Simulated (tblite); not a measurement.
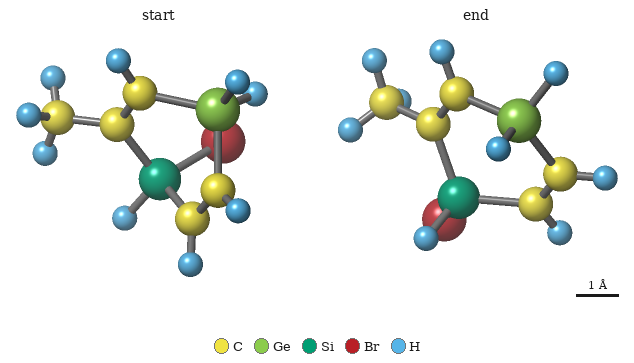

The structure of C5H9BrGeSi before (left) and after (right) a relaxation, at one scale.

Style: ball-and-stick. Shown at a tilt.

Method: GFN2-xTB geometry optimisation, gas phase (tblite 0.8.0). 

What changed between the two?

After 177 geometry steps the energy has fallen by 0.438 eV. The atom that moves furthest after the best rigid fit is the Br atom (2.97 Å). Largest moves by element: Br 2.97 Å, H 2.41 Å, C 0.94 Å, Ge 0.85 Å, Si 0.81 Å. Some distances before and after: Br–Ge 3.600 → 5.377 Å, Ge–Si 3.038 → 3.310 Å, Ge–H 1.556 → 1.507 Å, C–Si 1.844 → 1.887 Å. Among the angles between lasting bonds that change: C–C–Ge 114.9° → 123.2°, Ge–C–C 115.1° → 121.5°, C–Si–C 105.8° → 111.7°. Groups turn about C–Si by about 80°, C–Ge by about 80°, C–Si by about 80°.
